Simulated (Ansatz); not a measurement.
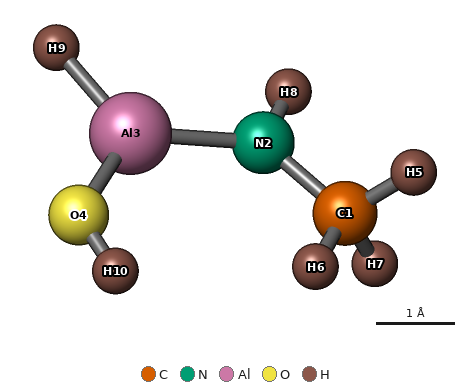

Fig. 1: The starting structure (ball-and-stick view, seen at a tilt; atoms are numbered from 1 in the order of the input). Sticks mark near contacts.

**Run report: CH6AlNO, geometry relaxation**

The run: geometry relaxation of CH6AlNO. Method and program: RKS PBE0-D4/def2-TZVP (Ansatz 0.2.0).

The geometry: PBE-D4/def2-SVP start. Figures and captions count atoms from 1; the log counts them from 0 in places.

**What the program printed**
```
Functional definition: PBE0
  name "PBE0"
  cite "Adamo & Barone, J. Chem. Phys. 110, 6158 (1999) doi:10.1063/1.478522"
  cite "Perdew, Burke & Ernzerhof, Phys. Rev. Lett. 77, 3865 (1996) doi:10.1103/PhysRevLett.77.3865"
  parent pbe
  parameter a = 0.25
  parameter kappa = 0.804
  parameter beta = 0.06672455060314922
  exchange = (1 - a)*pbe_x(kappa = kappa, mu = beta*pi^2/3) + a*exact_x
  correlation = pbe_c(beta = beta)
1029 factors; their error is unknown
mean field evaluation 1: about -11252.1487 eV, gradient 8.2e1 eV
mean field evaluation 2: about -11228.7133 eV, gradient 1.3e2 eV
mean field evaluation 4: about -11264.5143 eV, gradient 5.5e0 eV
mean field evaluation 8: about -11264.5740 eV, gradient 1.4e-1 eV
mean field evaluation 16: about -11264.5873 eV, gradient 4.8e-5 eV
mean field -11264.58729625 eV, -413.9659477256 hartree, gradient 4.8e-5 eV, S^2 0.000000; 0 other end points of the search recorded, 0 dependent functions left out
the calculation of the forces begins
reference -11264.58733078 eV, -413.9659489946 hartree; 20, 20 occupied and 146, 146 virtual orbitals, 1029 factors
relax step   1: F+E_penalty+E_count = -11264.71887182 eV  Δ(F+E_penalty+E_count) = +0.000e0 eV  max|allowed force component| = 6.033e-1 eV/Å  Δτ_max = 0.0000 Å  (27 SCF iters, accepted)
these checks for a lower state are left out or cut short: starts, cluster_reference, orbital_swaps, neighbouring_geometries, increment
1029 factors; their error is unknown
mean field -11264.62504880 eV, -413.9673351064 hartree, gradient 2.6e-5 eV, S^2 0.000000; 0 other end points of the search recorded, 0 dependent functions left out
the calculation of the forces begins
reference -11264.62508308 eV, -413.9673363661 hartree; 20, 20 occupied and 146, 146 virtual orbitals, 1029 factors
relax step   2: F+E_penalty+E_count = -11264.75735080 eV  Δ(F+E_penalty+E_count) = -3.848e-2 eV  max|allowed force component| = 2.445e-1 eV/Å  Δτ_max = 0.0284 Å  (32 SCF iters, accepted)
these checks for a lower state are left out or cut short: starts, cluster_reference, orbital_swaps, neighbouring_geometries, increment
1029 factors; their error is unknown
mean field -11264.63017768 eV, -413.9675235893 hartree, gradient 2.5e-5 eV, S^2 0.000000; 0 other end points of the search recorded, 0 dependent functions left out
the calculation of the forces begins
reference -11264.63021183 eV, -413.9675248442 hartree; 20, 20 occupied and 146, 146 virtual orbitals, 1029 factors
relax step   3: F+E_penalty+E_count = -11264.76299194 eV  Δ(F+E_penalty+E_count) = -5.641e-3 eV  max|allowed force component| = 3.523e-2 eV/Å  Δτ_max = 0.0208 Å  (32 SCF iters, accepted)
these checks for a lower state are left out or cut short: starts, cluster_reference, orbital_swaps, neighbouring_geometries, increment
1029 factors; their error is unknown
mean field evaluation 32: about -11264.6164 eV, gradient 5.6e-1 eV
mean field -11264.63021860 eV, -413.9675250931 hartree, gradient 2.5e-5 eV, S^2 0.000000; 0 other end points of the search recorded, 0 dependent functions left out
the calculation of the forces begins
reference -11264.63025276 eV, -413.9675263482 hartree; 20, 20 occupied and 146, 146 virtual orbitals, 1029 factors
relax step   4: F+E_penalty+E_count = -11264.76311076 eV  Δ(F+E_penalty+E_count) = -1.188e-4 eV  max|allowed force component| = 1.632e-2 eV/Å  Δτ_max = 0.0080 Å  (32 SCF iters, accepted)
these checks for a lower state are left out or cut short: starts, cluster_reference, orbital_swaps, neighbouring_geometries, increment
1029 factors; their error is unknown
mean field -11264.63018474 eV, -413.9675238484 hartree, gradient 2.5e-5 eV, S^2 0.000000; 0 other end points of the search recorded, 0 dependent functions left out
the calculation of the forces begins
reference -11264.63021889 eV, -413.9675251038 hartree; 20, 20 occupied and 146, 146 virtual orbitals, 1029 factors
relax step   5: F+E_penalty+E_count = -11264.76311087 eV  Δ(F+E_penalty+E_count) = -1.058e-7 eV  max|allowed force component| = 1.899e-2 eV/Å  Δτ_max = 0.0048 Å  (32 SCF iters, accepted)
these checks for a lower state are left out or cut short: starts, cluster_reference, orbital_swaps, neighbouring_geometries, increment
1029 factors; their error is unknown
mean field -11264.63028255 eV, -413.9675274431 hartree, gradient 2.5e-5 eV, S^2 0.000000; 0 other end points of the search recorded, 0 dependent functions left out
the calculation of the forces begins
reference -11264.63031671 eV, -413.9675286983 hartree; 20, 20 occupied and 146, 146 virtual orbitals, 1029 factors
relax step   6: F+E_penalty+E_count = -11264.76315091 eV  Δ(F+E_penalty+E_count) = -4.004e-5 eV  max|allowed force component| = 3.595e-3 eV/Å  Δτ_max = 0.0038 Å  (33 SCF iters, accepted)
1029 factors; their error is unknown
mean field evaluation 64: about -11264.6136 eV, gradient 1.4e0 eV
```

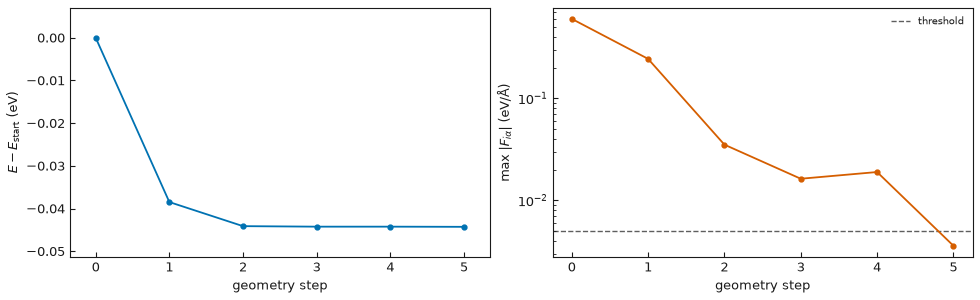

Fig. 2: Progress of the relaxation, step by step (the first geometry is step 0 here and step 1 in the log).

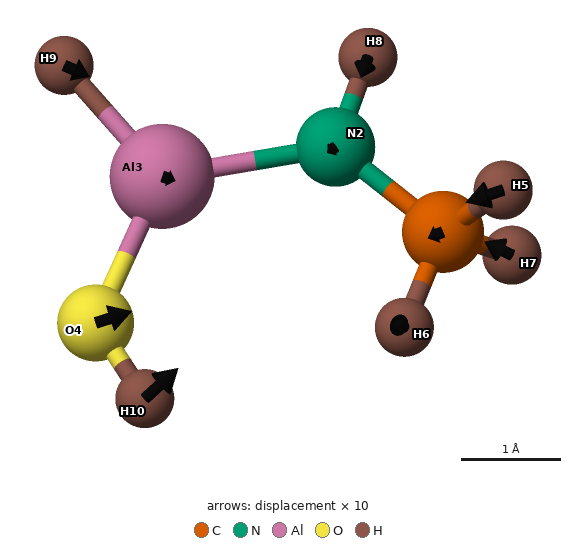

Fig. 3: The starting structure with the displacements as black arrows, magnified 10 times (ball-and-stick view, seen at a tilt). The two geometries are laid on each other by the best rigid fit. Over 5 geometry steps the energy falls by 0.044 eV. The largest force component goes from 0.6 to 0.0036 eV/Å. H10 moves most after the best rigid fit: 0.047 Å. Largest moves by element: H 0.047 Å, O 0.039 Å, C 0.017 Å, Al 0.014 Å, N 0.011 Å. Among the contacts that change: Al3–O4 1.720 → 1.696 Å, N2–Al3 1.791 → 1.768 Å, C1–H5 1.116 → 1.097 Å, C1–H6 1.111 → 1.093 Å. (Atoms are counted from 1 in the order of the input.)

```
mean field -11264.63028255 eV, -413.9675274431 hartree, gradient 2.5e-5 eV, S^2 0.000000; 1 other end points of the search recorded, 0 dependent functions left out
the calculation of the forces begins
reference -11264.63031671 eV, -413.9675286983 hartree; 20, 20 occupied and 146, 146 virtual orbitals, 1029 factors
Total energy: -11264.76318506 eV, -413.9724115204 hartree
Atom 0 at    -1.069544     0.306429    -0.876636 Å, force    -0.002960    -0.001187    -0.001349 eV/Å
Atom 1 at    -0.485336    -0.655460     0.031040 Å, force     0.003595     0.001569     0.000947 eV/Å
Atom 2 at     1.013013    -0.565073     0.965424 Å, force    -0.001453     0.000492     0.001442 eV/Å
Atom 3 at     2.031376     0.789202     0.894588 Å, force    -0.000538    -0.000514    -0.000883 eV/Å
Atom 4 at    -2.061381     0.642721    -0.551020 Å, force     0.000463     0.000978    -0.000238 eV/Å
Atom 5 at    -0.437649     1.196253    -0.938616 Å, force    -0.000445    -0.000718    -0.000585 eV/Å
Atom 6 at    -1.169716    -0.084539    -1.896480 Å, force    -0.000042     0.000625     0.000114 eV/Å
Atom 7 at    -1.050646    -1.487780     0.112381 Å, force     0.000606    -0.000971     0.000629 eV/Å
Atom 8 at     1.428987    -1.763858     1.895021 Å, force    -0.000409    -0.001207    -0.000739 eV/Å
Atom 9 at     1.883995     1.570905     0.367397 Å, force     0.001183     0.000933     0.000662 eV/Å
Dipole moment:    -0.354689     0.102261    -0.290517 e Å
```

**Trajectory as extended XYZ (Å, eV, eV/Å), 6 frames, from step=1 to step=6**
```
10
Properties=species:S:1:pos:R:3:forces:R:3 step=1 energy=-11264.71887
C    -1.0852    0.3034   -0.8826   -0.1556   0.3120  -0.2716
N    -0.4943   -0.6607    0.0277   -0.0475  -0.3155   0.1394
Al    1.0216   -0.5693    0.9763   -0.0196   0.3524  -0.2081
O     2.0656    0.7962    0.9124   -0.4424   0.0898  -0.3571
H    -2.0999    0.6408   -0.5650    0.5311  -0.2062  -0.1052
H    -0.4535    1.2153   -0.9381   -0.2978  -0.4716   0.0471
H    -1.1816   -0.0789   -1.9264    0.0846   0.1407   0.5577
H    -1.0618   -1.5102    0.1125    0.3598   0.5672  -0.0699
H     1.4433   -1.7730    1.9182   -0.0656   0.1346  -0.1174
H     1.9289    1.5852    0.3682    0.0530  -0.6033   0.3850
10
Properties=species:S:1:pos:R:3:forces:R:3 step=2 energy=-11264.75735
C    -1.0764    0.3050   -0.8785   -0.0759   0.1183  -0.1163
N    -0.4901   -0.6559    0.0285    0.1119  -0.1061   0.1292
Al    1.0165   -0.5666    0.9691   -0.0034   0.2445  -0.1284
O     2.0494    0.7933    0.9029   -0.2224  -0.1343  -0.0789
H    -2.0776    0.6366   -0.5575    0.1635  -0.0590  -0.0375
H    -0.4483    1.2041   -0.9342   -0.0907  -0.1374   0.0107
H    -1.1707   -0.0815   -1.9068    0.0237   0.0501   0.1708
H    -1.0535   -1.4942    0.1117    0.0921   0.1507  -0.0217
H     1.4302   -1.7643    1.9024   -0.0098   0.0093  -0.0144
H     1.9037    1.5724    0.3656    0.0110  -0.1361   0.0866
10
Properties=species:S:1:pos:R:3:forces:R:3 step=3 energy=-11264.76299
C    -1.0706    0.3069   -0.8760   -0.0170   0.0120  -0.0144
N    -0.4847   -0.6532    0.0308    0.0352  -0.0068   0.0278
Al    1.0124   -0.5637    0.9676    0.0224   0.0261  -0.0086
O     2.0360    0.7888    0.8960   -0.0327  -0.0307  -0.0030
H    -2.0658    0.6360   -0.5543   -0.0091   0.0028   0.0056
H    -0.4450    1.2012   -0.9324    0.0094   0.0078   0.0002
H    -1.1641   -0.0803   -1.8977    0.0011  -0.0078  -0.0087
H    -1.0464   -1.4876    0.1128   -0.0160  -0.0085  -0.0058
H     1.4256   -1.7632    1.8966   -0.0008  -0.0061   0.0058
H     1.8856    1.5639    0.3598    0.0074   0.0113   0.0010
10
Properties=species:S:1:pos:R:3:forces:R:3 step=4 energy=-11264.76311
C    -1.0693    0.3062   -0.8756    0.0106   0.0163  -0.0023
N    -0.4848   -0.6558    0.0317   -0.0151  -0.0024  -0.0081
Al    1.0133   -0.5647    0.9663   -0.0016   0.0001  -0.0013
O     2.0317    0.7897    0.8930   -0.0048  -0.0039  -0.0004
H    -2.0621    0.6411   -0.5517   -0.0006  -0.0038   0.0024
H    -0.4384    1.1970   -0.9342   -0.0027   0.0023  -0.0041
H    -1.1664   -0.0822   -1.8968   -0.0009  -0.0045   0.0015
H    -1.0506   -1.4880    0.1112    0.0081  -0.0041   0.0079
H     1.4270   -1.7638    1.8961    0.0039  -0.0007   0.0023
H     1.8826    1.5693    0.3631    0.0031   0.0007   0.0022
10
Properties=species:S:1:pos:R:3:forces:R:3 step=5 energy=-11264.76311
C    -1.0681    0.3070   -0.8760   -0.0179  -0.0126  -0.0049
N    -0.4859   -0.6566    0.0312    0.0190   0.0085   0.0078
Al    1.0123   -0.5664    0.9662   -0.0023   0.0128  -0.0086
O     2.0283    0.7894    0.8925    0.0050  -0.0026   0.0049
H    -2.0596    0.6446   -0.5504    0.0031  -0.0005  -0.0021
H    -0.4354    1.1961   -0.9378    0.0058  -0.0007   0.0038
H    -1.1687   -0.0834   -1.8961   -0.0007   0.0018   0.0030
H    -1.0509   -1.4889    0.1122   -0.0100  -0.0018  -0.0054
H     1.4304   -1.7641    1.8959   -0.0007  -0.0027   0.0007
H     1.8808    1.5712    0.3655   -0.0014  -0.0021   0.0006
10
Properties=species:S:1:pos:R:3:forces:R:3 step=6 energy=-11264.76315
C    -1.0695    0.3064   -0.8766   -0.0030  -0.0012  -0.0013
N    -0.4853   -0.6555    0.0310    0.0036   0.0016   0.0009
Al    1.0130   -0.5651    0.9654   -0.0015   0.0005   0.0014
O     2.0314    0.7892    0.8946   -0.0005  -0.0005  -0.0009
H    -2.0614    0.6427   -0.5510    0.0005   0.0010  -0.0002
H    -0.4376    1.1963   -0.9386   -0.0004  -0.0007  -0.0006
H    -1.1697   -0.0845   -1.8965    0.0000   0.0006   0.0001
H    -1.0506   -1.4878    0.1124    0.0006  -0.0010   0.0006
H     1.4290   -1.7639    1.8950   -0.0004  -0.0012  -0.0007
H     1.8840    1.5709    0.3674    0.0012   0.0009   0.0007
```

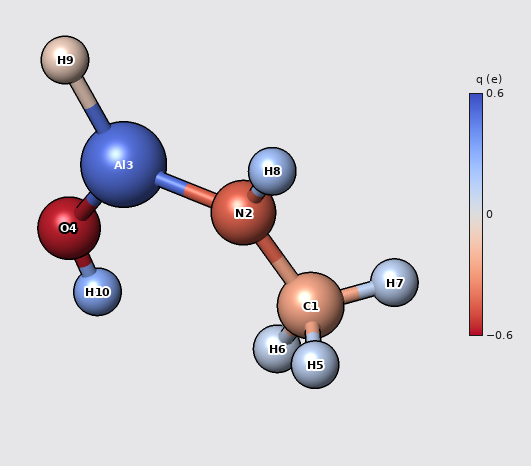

Fig. 4: Mulliken charges, as the colour of each atom (ball-and-stick view, seen at a tilt; atoms are numbered from 1 in the order of the input). By element: C −0.26, N −0.44, Al +0.49, O −0.57 and H −0.10 to +0.31 e.

This output came from the following input.

**The input**
```yaml
crystal:
  periodic: [false, false, false]
  atoms:
    - {symbol: C, position_ang: [-1.085212, 0.303350, -0.882601]}
    - {symbol: N, position_ang: [-0.494250, -0.660692, 0.027658]}
    - {symbol: Al, position_ang: [1.021641, -0.569291, 0.976265]}
    - {symbol: O, position_ang: [2.065613, 0.796150, 0.912418]}
    - {symbol: H, position_ang: [-2.099931, 0.640793, -0.565018]}
    - {symbol: H, position_ang: [-0.453547, 1.215337, -0.938141]}
    - {symbol: H, position_ang: [-1.181627, -0.078908, -1.926383]}
    - {symbol: H, position_ang: [-1.061824, -1.510187, 0.112490]}
    - {symbol: H, position_ang: [1.443301, -1.772993, 1.918193]}
    - {symbol: H, position_ang: [1.928936, 1.585241, 0.368219]}
basis:
  gaussian: {orbitals: def2-TZVP}
hamiltonian: {xc: pbe0, dispersion: d4}
relax: {f_tol: 0.005, max_steps: 150}
```

Launch command:
```bash
ansatz run in.yaml --threads 2 --pin off --events-out ev --progress --plain --max-ram 4352MiB
```

**Results in brief**

```json
{"quantity": "outcome", "value": "converged"}
{"quantity": "total energy", "value": "−11264.7632 eV"}
{"quantity": "mean-field energy", "value": "−11264.6303 eV"}
{"quantity": "dispersion energy", "value": "−0.1329 eV"}
{"quantity": "SCF solution under orbital rotations", "value": "stable"}
{"quantity": "largest force (length of the vector) at the end", "value": "0.004 eV/Å"}
{"quantity": "dipole moment", "value": "2.26 D"}
{"quantity": "hardware", "value": "2 threads of Arm Neoverse V2, 23 GiB of memory available, shared host"}
{"quantity": "wall time", "value": "22 s (CPU time 42 s)"}
{"quantity": "peak memory", "value": "0.34 GiB"}
```
